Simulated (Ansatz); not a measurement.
# AlSiH5 (AlH2(SiH3)) at 6 levels

Aim: a comparison of 6 runs (HF/STO-3G, UB3LYP/STO-3G, wB97M-V/STO-3G, RPA@PBE/STO-3G, BCCD(T)/STO-3G, CCSD/STO-3G) of AlSiH5 (AlH2(SiH3)). 

Program for the calculation: Ansatz 0.2.0.

58 further runs of the same task are left out: 2 that didn't finish, 56 set aside as unsound or not needed.

## (1) Starting point

The species is AlSiH5 (7 atoms), meant as a singlet with charge 0. SMILES: `[H][Al]([H])[SiH3]`. The Si4–Al1 distance was set to 6.053 Å, away from the relaxed value. At this shape a bond of the SMILES string is far longer than usual.

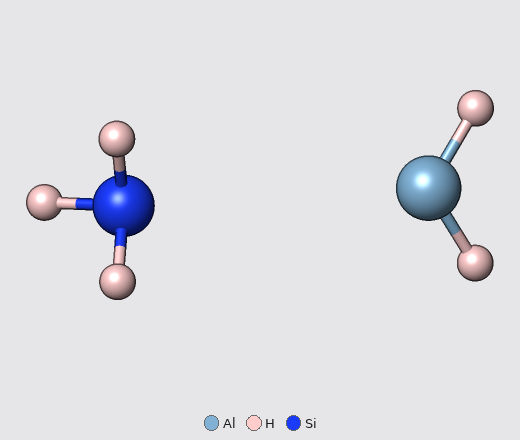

The structure, seen from a chosen angle (aluminium light blue, hydrogen pink, silicon blue).

## (2) The energy at HF/STO-3G (run 1)

The input, run.yaml:

```yaml
crystal:
  periodic: [false, false, false]
  atoms:
    - {symbol: Al, position_ang: [2.496208, 4.350975, 0.034775]}
    - {symbol: H, position_ang: [4.053578, 4.514275, 0.087385]}
    - {symbol: H, position_ang: [1.861548, 5.782465, 0.014335]}
    - {symbol: Si, position_ang: [-0.517390, -0.897790, -0.016750]}
    - {symbol: H, position_ang: [-1.851430, -0.836410, 0.625620]}
    - {symbol: H, position_ang: [0.177610, -1.992690, 0.701130]}
    - {symbol: H, position_ang: [-0.795620, -1.472990, -1.353750]}
basis:
  gaussian:
    orbitals: STO-3G
hamiltonian:
  xc: hf
accuracy: high
```

Started as:

```bash
$ ansatz run run.yaml --threads 1 --pin off --max-ram 2610MiB --events-out events.jsonl --progress --plain --runs-dir runs
```

Output:

```text
Warning: RAYON_NUM_THREADS=1 ignored (pool sized by the plan → 1); use --threads N
Functional definition: HF
  name "HF"
  exchange = exact_x
  correlation = 0
346 factors; integrals over basis functions are off by at most 1.1e-8 eV
mean field evaluation 1: about -14341.8530 eV, gradient 1.5e1 eV
mean field evaluation 2: about -14341.8556 eV, gradient 1.5e1 eV
mean field evaluation 4: about -14342.5113 eV, gradient 9.5e0 eV
mean field evaluation 8: about -14344.8820 eV, gradient 4.8e0 eV
mean field evaluation 16: about -14345.1104 eV, gradient 4.3e-8 eV
mean field -14345.11039066 eV, -527.1730833919 hartree, gradient 4.3e-8 eV, S^2 0.000000; 1 other end points of the search recorded, 0 dependent functions left out
reference -14345.11039066 eV, -527.1730833919 hartree; 16, 16 occupied and 7, 7 virtual orbitals, 346 factors
Total energy: -14345.11039066 eV, -527.1730833919 hartree
```

It took 0.14 s on 1 thread of Arm Neoverse V1, shared host.

## (3) The energy at UB3LYP/STO-3G (run 2)

The input, molecule.yaml:

```yaml
crystal:
  periodic: [false, false, false]
  atoms:
    - symbol: Al
      position_ang: [2.496208, 4.350975, 0.034775]
    - symbol: H
      position_ang: [4.053578, 4.514275, 0.087385]
    - symbol: H
      position_ang: [1.861548, 5.782465, 0.014335]
    - symbol: Si
      position_ang: [-0.517390, -0.897790, -0.016750]
    - symbol: H
      position_ang: [-1.851430, -0.836410, 0.625620]
    - symbol: H
      position_ang: [0.177610, -1.992690, 0.701130]
    - symbol: H
      position_ang: [-0.795620, -1.472990, -1.353750]
basis:
  gaussian: {orbitals: STO-3G}
magnetization: {spin_polarized: true}
hamiltonian: {xc: {name: B3LYP}}
accuracy: high
```

Started as:

```bash
$ ansatz run molecule.yaml --threads 1 --pin off --max-ram 2610MiB --events-out events.jsonl --progress --plain --runs-dir runs
```

Output:

```text
Warning: RAYON_NUM_THREADS=1 ignored (pool sized by the plan → 1); use --threads N
Functional definition: B3LYP
  name "B3LYP"
  parameter a0 = 0.2
  parameter ax = 0.72
  parameter ac = 0.81
  exchange = (1 - a0 - ax)*slater_x + ax*b88_x + a0*exact_x
  correlation = (1 - ac)*vwn_rpa_c + ac*lyp_c
346 factors; integrals over basis functions are off by at most 1.1e-8 eV
mean field evaluation 1: about -14371.5770 eV, gradient 1.6e1 eV
mean field evaluation 2: about -14277.7051 eV, gradient 3.6e1 eV
mean field evaluation 4: about -14367.1187 eV, gradient 1.4e1 eV
mean field evaluation 8: about -14373.4194 eV, gradient 8.1e0 eV
mean field evaluation 16: about -14378.4043 eV, gradient 2.0e-1 eV
mean field evaluation 32: about -14277.7644 eV, gradient 3.6e1 eV
mean field -14379.85639219 eV, -528.4499753964 hartree, gradient 2.5e-8 eV, S^2 1.001216; 4 other end points of the search recorded, 0 dependent functions left out
reference -14379.85643423 eV, -528.4499769412 hartree; 16, 16 occupied and 7, 7 virtual orbitals, 346 factors
Total energy: -14379.85643423 eV, -528.4499769412 hartree
```

Wall time 3.9 s (1 thread of Arm Neoverse V1, shared host); peak memory 0.15 GiB.

## (4) A single-point energy at wB97M-V/STO-3G (run 3)

The input, input.yaml:

```yaml
basis:
  gaussian:
    orbitals: STO-3G
crystal:
  periodic: [false, false, false]
  atoms:
    - symbol: Al
      position_ang: [2.496208, 4.350975, 0.034775]
    - symbol: H
      position_ang: [4.053578, 4.514275, 0.087385]
    - symbol: H
      position_ang: [1.861548, 5.782465, 0.014335]
    - symbol: Si
      position_ang: [-0.517390, -0.897790, -0.016750]
    - symbol: H
      position_ang: [-1.851430, -0.836410, 0.625620]
    - symbol: H
      position_ang: [0.177610, -1.992690, 0.701130]
    - symbol: H
      position_ang: [-0.795620, -1.472990, -1.353750]
accuracy: high
hamiltonian:
  xc: {name: wB97M-V}
```

Started as:

```bash
$ ansatz run input.yaml --threads 1 --pin off --max-ram 2610MiB --events-out events.jsonl --progress --plain --runs-dir runs
```

Output:

```text
Warning: RAYON_NUM_THREADS=1 ignored (pool sized by the plan → 1); use --threads N
Functional definition: wB97M-V
  name "wB97M-V"
  parameter omega = 0.3/bohr
  parameter cx = 0.15
  parameter cx01 = 1.007
  parameter cx10 = 0.259
  parameter css00 = 0.443
  parameter css04 = -1.437
  parameter css10 = -4.535
  parameter css20 = -3.390
  parameter css43 = 4.278
  parameter cos00 = 1.000
  parameter cos10 = 1.358
  parameter cos20 = 2.924
  parameter cos21 = -8.812
  parameter cos60 = -1.390
  parameter cos61 = 9.142
  parameter b = 6.0
  parameter c = 0.01
  gx(w, u) = 1 - cx + cx01*u + cx10*w
  gss(w, u) = css00 + css04*u^4 + css10*w + css20*w^2 + css43*w^4*u^3
  gos(w, u) = cos00 + cos10*w + (cos20 + cos21*u)*w^2 + (cos60 + cos61*u)*w^6
  exchange = spin_sum(e_x_unif_sr(omega)*gx(b97_w, b97_u_x)) + cx*exact_x_sr(omega) + exact_x_lr(omega)
  correlation = spin_sum(e_c_pw_mod_same_spin*gss(b97_w, b97_u_same))
      + integral(e_c_pw_mod_opposite_spin*gos(b97_w_opposite, b97_u_opposite)) + vv10(b, c)
346 factors; integrals over basis functions are off by at most 1.1e-8 eV
178 factors; integrals over basis functions are off by at most 1.1e-9 eV
mean field evaluation 1: about -14372.7526 eV, gradient 1.7e1 eV
mean field evaluation 2: about -14366.3143 eV, gradient 2.7e1 eV
mean field evaluation 4: about -14367.8806 eV, gradient 1.9e1 eV
mean field evaluation 8: about -14374.2809 eV, gradient 1.1e1 eV
mean field evaluation 16: about -14377.2481 eV, gradient 1.8e-8 eV
mean field -14377.24810218 eV, -528.3541225065 hartree, gradient 1.8e-8 eV, S^2 0.000000; 0 other end points of the search recorded, 0 dependent functions left out
reference -14377.24810624 eV, -528.3541226554 hartree; 16, 16 occupied and 7, 7 virtual orbitals, 346 factors
Total energy: -14377.24810624 eV, -528.3541226554 hartree
```

It took 26 s on 1 thread of Arm Neoverse V1, shared host; peak memory 0.34 GiB.

Runs 4 to 5 aren't shown in full; the table further down has their settings and results.

## (5) A single-point energy at CCSD/STO-3G (run 6)

The input, job.yaml:

```yaml
basis:
  gaussian:
    orbitals: STO-3G
crystal:
  periodic: [false, false, false]
  atoms:
    - {symbol: Al, position_ang: [2.496208, 4.350975, 0.034775]}
    - {symbol: H, position_ang: [4.053578, 4.514275, 0.087385]}
    - {symbol: H, position_ang: [1.861548, 5.782465, 0.014335]}
    - {symbol: Si, position_ang: [-0.517390, -0.897790, -0.016750]}
    - {symbol: H, position_ang: [-1.851430, -0.836410, 0.625620]}
    - {symbol: H, position_ang: [0.177610, -1.992690, 0.701130]}
    - {symbol: H, position_ang: [-0.795620, -1.472990, -1.353750]}
correlation:
  method: ccsd
  frozen_orbitals: {Al: 5, H: 0, Si: 5}
accuracy: high
scf:
  omitted_lower_state_checks: [cluster_reference, increment]
```

Started as:

```bash
$ ansatz run job.yaml --threads 1 --pin off --max-ram 2610MiB --events-out events.jsonl --progress --plain --runs-dir runs
```

Output:

```text
Warning: RAYON_NUM_THREADS=1 ignored (pool sized by the plan → 1); use --threads N
[... 12 lines left out ...]
10 core orbitals not correlated: weight in the atoms' cores, before any rotation towards them, 1.000 or more for the frozen orbitals, at most 0.000 for the correlated occupied ones
[... 33 lines left out ...]
WARN: these amplitudes may be one of several solutions (largest doubles amplitude 1.01, level shift 10.80 eV)
Total energy: -14351.96116217 eV, -527.4248446010 hartree
Checks for a lower state left out: cluster_reference, increment
```

Wall time 0.2 s (1 thread of Arm Neoverse V1, shared host).

## (6) Overview of the runs

```csv
run,level,frozen core orbitals,energy (Eh),wall time
1,HF/STO-3G,–,-527.173083,0.14 s
2,UB3LYP/STO-3G,–,-528.449977,3.9 s
3,wB97M-V/STO-3G,–,-528.354123,26 s
4,RPA@PBE/STO-3G,10,-527.488684,2.8 s
5,BCCD(T)/STO-3G,10,-527.441050,0.26 s
6,CCSD/STO-3G,10,-527.424845,0.2 s
```

## (7) Summary of results

```
                                           quantity          value
                                run 6: total energy  -527.42484 Eh
run 6: correlation energy (10 core orbitals frozen)     -251.8 mEh
                               run 6: T1 diagnostic          0.083
```

In words: Below the HF energy at the same shape and in the same basis (STO-3G): BCCD(T) -268.0 mEh; CCSD -251.8 mEh. Totals of different functionals can't be ranked against each other. In run 6 the T1 diagnostic is large, so a single reference may not serve. In runs 4, 5, 6 the log says that unrestricted orbitals would lower the reference, so the values rest on an unstable closed-shell determinant (other closed-shell runs at this shape may share the fault). In runs 1, 2, 3, 4, 5, 6 the basis is minimal, so the values are rough. Spin contamination of the reference: run 2 ⟨S²⟩ = 1.00. Where it is this large, the reference is a mixture of spin states, and values that rest on it are in doubt. All runs together took 33 s, the longest 26 s.
